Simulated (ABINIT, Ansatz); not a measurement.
**Cs2H6Pt (Fm-3m): changed settings of a GW run in ABINIT**

A base run on Cs2H6Pt (Fm-3m), then changed inputs.

Program: ABINIT 10.8.3. Level of theory: LDA and many-body steps on it, plane waves. Results are calculated unless marked as measured.

### 1. Set-up

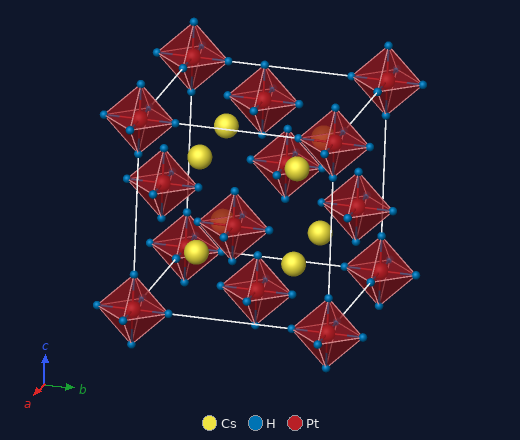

The cell as given, slightly off an axis (caesium yellow, hydrogen blue, platinum red). This picture shows the conventional cell, with its axes. Some periodic images of atoms are drawn too.

Structure file:

```cif
data_structure
_symmetry_space_group_name_H-M 'P 1'
_symmetry_Int_Tables_number 1
_cell_length_a 6.3444
_cell_length_b 6.3444
_cell_length_c 6.3444
_cell_angle_alpha 60.000
_cell_angle_beta 60.000
_cell_angle_gamma 60.000
_cell_volume 180.58
loop_
_atom_site_label
_atom_site_type_symbol
_atom_site_fract_x
_atom_site_fract_y
_atom_site_fract_z
_atom_site_occupancy
Cs1 Cs 0.75000 0.75000 0.75000 1
Cs2 Cs 0.25000 0.25000 0.25000 1
H3 H 0.81686 0.81686 0.18314 1
H4 H 0.18314 0.81686 0.18314 1
H5 H 0.81686 0.18314 0.18314 1
H6 H 0.18314 0.18314 0.81686 1
H7 H 0.81686 0.18314 0.81686 1
H8 H 0.18314 0.81686 0.81686 1
Pt9 Pt 0.00000 0.00000 0.00000 1
```

The cell and positions are those that the Materials Project relaxed with its own functionals (PBE, PBE+U or r2SCAN), kept fixed. Spin-orbit coupling is left out unless a step names it.

### 2. Screening, 2×2×2 mesh, 140 bands, screening to 114.3 eV

This step: ABINIT 10.8.3; RPA screening on LDA, plane waves, norm-conserving pseudopotentials.

The RPA dielectric matrix is built and inverted for each q.

run.abi

```
acell 3*1.0 Angstrom
rprim 
  0.000000000000 4.486174700000 4.486174700000
  4.486174700000 0.000000000000 4.486174700000
  4.486174700000 4.486174700000 0.000000000000
ntypat 3
znucl 55 1 78
natom 9
typat 1 1 2 2 2 2 2 2 3
xred 
  0.750000000000 0.750000000000 0.750000000000
  0.250000000000 0.250000000000 0.250000000000
  0.816861770000 0.816861770000 0.183138230000
  0.183138230000 0.816861770000 0.183138230000
  0.816861770000 0.183138230000 0.183138230000
  0.183138230000 0.183138230000 0.816861770000
  0.816861770000 0.183138230000 0.816861770000
  0.183138230000 0.816861770000 0.816861770000
  0.000000000000 0.000000000000 0.000000000000
pp_dirpath "pseudos"
pseudos "Cs.upf, H.upf, Pt.upf"
ecut 34
ngkpt 2 2 2
nshiftk 1
shiftk 0 0 0
kptopt 1
chksymbreak 0
istwfk *1
occopt 1
irdwfk 1
optdriver 3
nband 140
ecuteps 4.2
inclvkb 2
awtr 1
symchi 1
indata_prefix "in"
outdata_prefix "out"
tmpdata_prefix "tmp"
```

Launch:

```sh
> OMP_NUM_THREADS=1 mpirun -n 4 abinit run.abi > log
```

Log:

```text
.Version 10.8.3 of ABINIT. v10.8.2 released Aug 2026.

 Symmetries : space group Fm -3 m (#225); Bravais cF (face-center cubic)
[... echo of the input left out ...]
== DATASET  1 ==================================================================
-   mpi_nproc: 4, omp_nthreads: 1 (-1 if OMP is not activated)

--- !DatasetInfo
iteration_state: {dtset: 1, }
dimensions: {natom: 9, nkpt: 3, mband: 140, nsppol: 1, nspinor: 1, nspden: 1, mpw: 11618, }
cutoff_energies: {ecut:  34.0, pawecutdg:  -1.0, }
electrons: {nelect:   4.20000000E+01, charge:   0.00000000E+00, occopt:   1.00000000E+00, tsmear:   1.00000000E-02, }

 SCREENING: Calculation of the susceptibility and dielectric matrices

 Based on a program developped by R.W. Godby, V. Olevano, G. Onida, and L. Reining.
 Incorporated in ABINIT by V. Olevano, G.-M. Rignanese, and M. Torrent.
.Using double precision arithmetic ; gwpc =  8

[... cell and pseudopotentials left out ...]
--------------------------------------------------------------------------------

 ==== K-mesh for the wavefunctions ====
 Number of points in the irreducible wedge :     3
[... list of points left out ...]
 Together with 48 symmetry operations and time-reversal symmetry
 yields     8 points in the full Brillouin Zone.

 ==== Q-mesh for the screening function ====
 Number of points in the irreducible wedge :     3
[... list of points left out ...]
 Together with 48 symmetry operations and time-reversal symmetry
 yields     8 points in the full Brillouin Zone.

 setmesh: FFT mesh size selected  =    45x   45x   45
          total number of points  =        91125

 vcoul_init : cutoff-mode = AUXILIARY_FUNCTION
 q-points for optical limit:   1
     1)      0.000010    0.000020    0.000030

- screening: taking advantage of time-reversal symmetry
- Maximum band index for partially occupied states nbvw = 21
- Remaining bands to be divided among processors   nbcw = 119
- Number of bands treated by each node ~29

 Number of electrons calculated from density =   42.0000; Expected =   42.0000
 average of density, n =  0.034466
 r_s =    1.9062
 omega_plasma =   17.9082 [eV]

 calculating chi0 at frequencies [eV] :
  1    0.000000E+00    0.000000E+00
  2    0.000000E+00    1.790823E+01

--------------------------------------------------------------------------------
  q-point number  1        q = ( 0.000000, 0.000000, 0.000000) [r.l.u.]
--------------------------------------------------------------------------------
[... chi0 elements left out ...]
 For q-point:  0.000010 0.000020 0.000030
  dielectric constant =   2.7677
  dielectric constant without local fields =   3.5872

  Average fulfillment of the sum rule on Im[epsilon] for q-point    1 :     65.26  [%]
[... wings left out ...]
  q-point number  2        q = ( 0.500000, 0.000000, 0.000000) [r.l.u.]
--------------------------------------------------------------------------------
[... chi0 elements left out ...]
  Average fulfillment of the sum rule on Im[epsilon] for q-point    2 :     72.78  [%]

 [... 1 further q-points ...]
```

It took 42 s on 4 MPI ranks of Arm Neoverse V1, shared host; peak memory 2.2 GiB.

Numbers from this step:

```
ε∞ with local fields, on this mesh, along the program's q direction : 2.768
the same without local fields                                       : 3.587
plasma frequency                                                    : 17.91 eV
plane waves in the screening matrix                                 : 531
```

Local fields lower ε∞ by 23 %. On a Γ-centred mesh this coarse the value itself is usually too large, while a short band sum pulls it down.

### 3. Base

The self-energy is evaluated for the states that the input lists, and the levels follow from it, in one-shot runs by the linearised quasiparticle equation.

This step: G0W0 on LDA, plane waves, norm-conserving pseudopotentials.

run.abi, as its differences from that of step 2:

```diff
@@ -30,8 +30,17 @@
 irdwfk 1
-optdriver 3
+optdriver 4
 nband 140
+gwcalctyp 0
+ecutsigx 34
+symsigma 1
+nkptgw 2
+kptgw 
+  0.5000000000 0.5000000000 0.0000000000
+  0.0000000000 0.0000000000 0.0000000000
+bdgw 
+  20 23
+  19 24
 ecuteps 4.2
-inclvkb 2
-awtr 1
-symchi 1
+irdscr 1
+ppmodel 1
 indata_prefix "in"
```

Log:

```text
.Version 10.8.3 of ABINIT. v10.8.2 released Aug 2026.

 Symmetries : space group Fm -3 m (#225); Bravais cF (face-center cubic)
[... echo of the input left out ...]
== DATASET  1 ==================================================================
-   mpi_nproc: 4, omp_nthreads: 1 (-1 if OMP is not activated)

--- !DatasetInfo
iteration_state: {dtset: 1, }
dimensions: {natom: 9, nkpt: 3, mband: 140, nsppol: 1, nspinor: 1, nspden: 1, mpw: 11618, }
cutoff_energies: {ecut:  34.0, pawecutdg:  -1.0, }
electrons: {nelect:   4.20000000E+01, charge:   0.00000000E+00, occopt:   1.00000000E+00, tsmear:   1.00000000E-02, }

 SIGMA: Calculation of the GW corrections

 Based on a program developped by R.W. Godby, V. Olevano, G. Onida, and L. Reining.
 Incorporated in ABINIT by V. Olevano, G.-M. Rignanese, and M. Torrent.
.Using double precision arithmetic ; gwpc =  8

[... cell and pseudopotentials left out ...]
--------------------------------------------------------------------------------

 ==== K-mesh for the wavefunctions ====
 Number of points in the irreducible wedge :     3
[... list of points left out ...]
 Together with 48 symmetry operations and time-reversal symmetry
 yields     8 points in the full Brillouin Zone.

 ==== Q-mesh for screening function ====
 Number of points in the irreducible wedge :     3
[... list of points left out ...]
 Together with 48 symmetry operations and time-reversal symmetry
 yields     8 points in the full Brillouin Zone.

 vcoul_init : cutoff-mode = AUXILIARY_FUNCTION
 q-points for optical limit:   1
     1)      0.000010    0.000020    0.000030
 setmesh: FFT mesh size selected  =    64x   64x   64
          total number of points  =       262144

 Number of electrons calculated from density =   42.0000; Expected =   42.0000
 average of density, n =  0.034466
 r_s =    1.9062
 omega_plasma =   17.9082 [eV]

 === KS Band Gaps ===
  >>>> For spin  1
   Minimum direct gap =   3.6197 [eV], located at k-point      :   0.5000  0.5000  0.0000
   Fundamental gap    =   3.6197 [eV], Top of valence bands at :   0.5000  0.5000  0.0000
                                       Bottom of conduction at :   0.5000  0.5000  0.0000
 SIGMA fundamental parameters:
 PLASMON POLE MODEL  1
 number of plane-waves for SigmaX                11575
 number of plane-waves for SigmaC and W            531
 number of plane-waves for wavefunctions         11575
 number of bands                                   140
 number of independent spin polarizations            1
 number of spinorial components                      1
 number of k-points in IBZ                           3
 number of q-points in IBZ                           3
 number of symmetry operations                      48
 number of k-points in BZ                            8
 number of q-points in BZ                            8
 number of frequencies for dSigma/dE                 9
 frequency step for dSigma/dE [eV]                0.25
 number of omega for Sigma on real axis              0
 max omega for Sigma on real axis  [eV]           0.00
 zcut for avoiding poles [eV]                     0.10

 EPSILON^-1 parameters (SCR file):
 dimension of the eps^-1 matrix on file            531
 dimension of the eps^-1 matrix used               531
 number of plane-waves for wavefunctions         11575
 number of bands                                   140
 number of q-points in IBZ                           3
 number of frequencies                               2
 number of real frequencies                          1
 number of imag frequencies                          1

 matrix elements of self-energy operator (all in [eV])

 Perturbative Calculation

--- !SelfEnergy_ee
iteration_state: {dtset: 1, }
kpoint     : [   0.500,    0.500,    0.000, ]
spin       : 1
KS_gap     :    3.620
QP_gap     :    5.728
Delta_QP_KS:    2.108
data: !SigmaeeData |
     Band     E0 <VxcDFT>   SigX SigC(E0)      Z dSigC/dE  Sig(E)    E-E0       E
       20   0.336 -11.632 -14.548   1.844   0.814  -0.229 -12.504  -0.873  -0.536
       21   0.336 -11.632 -14.548   1.844   0.814  -0.229 -12.504  -0.873  -0.536
       22   3.956  -8.855  -5.241  -2.169   0.855  -0.170  -7.620   1.235   5.191
       23   5.729  -8.392  -4.051  -2.682   0.857  -0.166  -6.969   1.422   7.151

--- !SelfEnergy_ee
iteration_state: {dtset: 1, }
kpoint     : [   0.000,    0.000,    0.000, ]
spin       : 1
KS_gap     :    4.672
QP_gap     :    6.687
Delta_QP_KS:    2.016
data: !SigmaeeData |
     Band     E0 <VxcDFT>   SigX SigC(E0)      Z dSigC/dE  Sig(E)    E-E0       E
       19  -0.196 -10.896 -13.856   1.848   0.812  -0.232 -11.798  -0.902  -1.098
       20  -0.196 -10.896 -13.856   1.848   0.812  -0.232 -11.798  -0.902  -1.098
       21  -0.196 -10.896 -13.856   1.848   0.812  -0.232 -11.798  -0.902  -1.098
       22   4.475  -6.657  -2.750  -2.619   0.865  -0.156  -5.543   1.114   5.589
       23   4.998 -10.532  -6.242  -2.392   0.847  -0.180  -8.924   1.609   6.606
       24   4.998 -10.532  -6.242  -2.392   0.847  -0.180  -8.924   1.609   6.606

== END DATASET(S) ==============================================================
================================================================================

 -outvars: echo values of variables after computation  --------
           etotal      0.0000000000E+00
            nband         140
             nkpt           3
          spgroup         225
 [... the other variables as echoed above ...]

 Calculation completed.
```

Wall time 22 s (4 MPI ranks); peak memory 1.6 GiB; 87 s of CPU time.

Numbers from this step:

| Property | Result |
| --- | --- |
| G0W0 gap on the points computed | 5.727 eV |
| starting gap on the mesh | 3.620 eV |
| k of the valence top | 0.5, 0.5, 0 |
| k of the conduction bottom | 0.5, 0.5, 0 |
| Z at the valence top | 0.814 |
| Z at the conduction bottom | 0.855 |
| least direct G0W0 gap on the computed points | 5.727 eV |

The gap on the mesh goes from 3.62 eV to 5.73 eV, a correction of +2.11 eV.

### 4. Exchange cutoff

run.abi, as its differences from that of step 3:

```diff
@@ -33,3 +33,3 @@
 gwcalctyp 0
-ecutsigx 34
+ecutsigx 5.1
 symsigma 1
```

Log:

```text
.Version 10.8.3 of ABINIT. v10.8.2 released Aug 2026.

 Symmetries : space group Fm -3 m (#225); Bravais cF (face-center cubic)
[... echo of the input left out ...]
== DATASET  1 ==================================================================
-   mpi_nproc: 4, omp_nthreads: 1 (-1 if OMP is not activated)

--- !DatasetInfo
iteration_state: {dtset: 1, }
dimensions: {natom: 9, nkpt: 3, mband: 140, nsppol: 1, nspinor: 1, nspden: 1, mpw: 11618, }
cutoff_energies: {ecut:  34.0, pawecutdg:  -1.0, }
electrons: {nelect:   4.20000000E+01, charge:   0.00000000E+00, occopt:   1.00000000E+00, tsmear:   1.00000000E-02, }

 SIGMA: Calculation of the GW corrections

 Based on a program developped by R.W. Godby, V. Olevano, G. Onida, and L. Reining.
 Incorporated in ABINIT by V. Olevano, G.-M. Rignanese, and M. Torrent.
.Using double precision arithmetic ; gwpc =  8

[... cell and pseudopotentials left out ...]
--------------------------------------------------------------------------------

 ==== K-mesh for the wavefunctions ====
 Number of points in the irreducible wedge :     3
[... list of points left out ...]
 Together with 48 symmetry operations and time-reversal symmetry
 yields     8 points in the full Brillouin Zone.

 ==== Q-mesh for screening function ====
 Number of points in the irreducible wedge :     3
[... list of points left out ...]
 Together with 48 symmetry operations and time-reversal symmetry
 yields     8 points in the full Brillouin Zone.

 vcoul_init : cutoff-mode = AUXILIARY_FUNCTION
 q-points for optical limit:   1
     1)      0.000010    0.000020    0.000030
 setmesh: FFT mesh size selected  =    45x   45x   45
          total number of points  =        91125

 Number of electrons calculated from density =   42.0000; Expected =   42.0000
[...]
number of omega for Sigma on real axis              0
 max omega for Sigma on real axis  [eV]           0.00
 zcut for avoiding poles [eV]                     0.10

 EPSILON^-1 parameters (SCR file):
 dimension of the eps^-1 matrix on file            531
 dimension of the eps^-1 matrix used               531
 number of plane-waves for wavefunctions         11575
 number of bands                                   140
 number of q-points in IBZ                           3
 number of frequencies                               2
 number of real frequencies                          1
 number of imag frequencies                          1

 matrix elements of self-energy operator (all in [eV])

 Perturbative Calculation

--- !SelfEnergy_ee
iteration_state: {dtset: 1, }
kpoint     : [   0.500,    0.500,    0.000, ]
spin       : 1
KS_gap     :    3.620
QP_gap     :    6.017
Delta_QP_KS:    2.397
data: !SigmaeeData |
     Band     E0 <VxcDFT>   SigX SigC(E0)      Z dSigC/dE  Sig(E)    E-E0       E
       20   0.336 -11.632 -14.326   1.844   0.814  -0.229 -12.323  -0.692  -0.355
       21   0.336 -11.632 -14.326   1.844   0.814  -0.229 -12.323  -0.692  -0.355
       22   3.956  -8.855  -4.691  -2.169   0.855  -0.170  -7.149   1.706   5.661
[...]
--- !SelfEnergy_ee
iteration_state: {dtset: 1, }
kpoint     : [   0.000,    0.000,    0.000, ]
spin       : 1
KS_gap     :    4.672
QP_gap     :    6.643
Delta_QP_KS:    1.972
data: !SigmaeeData |
     Band     E0 <VxcDFT>   SigX SigC(E0)      Z dSigC/dE  Sig(E)    E-E0       E
[...]
23   4.998 -10.532  -5.566  -2.392   0.847  -0.180  -8.351   2.181   7.179
       24   4.998 -10.532  -5.566  -2.392   0.847  -0.180  -8.351   2.181   7.179

== END DATASET(S) ==============================================================
================================================================================

 -outvars: echo values of variables after computation  --------
           etotal      0.0000000000E+00
            nband         140
             nkpt           3
          spgroup         225
 [... the other variables as echoed above ...]

 Calculation completed.
```

Wall time 22 s (4 MPI ranks); peak memory 1.5 GiB; 87 s of CPU time.

Numbers from this step:

```yaml
g0w0_gap_on_the_points_computed: 6.016 eV
starting_gap_on_the_mesh: 3.620 eV
k_of_the_valence_top: 0.5, 0.5, 0
k_of_the_conduction_bottom: 0.5, 0.5, 0
z_at_the_valence_top: 0.814
z_at_the_conduction_bottom: 0.855
least_direct_g0w0_gap_on_the_computed_points: 6.016 eV
```

(Part 1 of 2 ends here.)

[Paths, hosts, dates, memory and timing lines, banners, echoed tables and standing remarks are left out of the program output.]

[Logs are printed without paths, hosts, clocks, repeated set-up lines and the standing remarks that a program may print on its own settings, such as how far it seeks lower states.]

[Runs of the session that timed out or met a known fault of the program may be left out.]

[Hosts, paths, dates, database ids (printed as entryN), source tags and the programs' standing remarks are cut or masked in the printed files.]

[G0W0 gaps are taken among the corrected bands and points alone; a level outside them can change the order at an edge.]

[Where Ansatz stands beside ABINIT at settings called matched, ABINIT's density can come from a denser mesh and the files from another edition; pairs whose starting gaps differed by over 0.03 eV were left out, so agreement reads better than it is.]
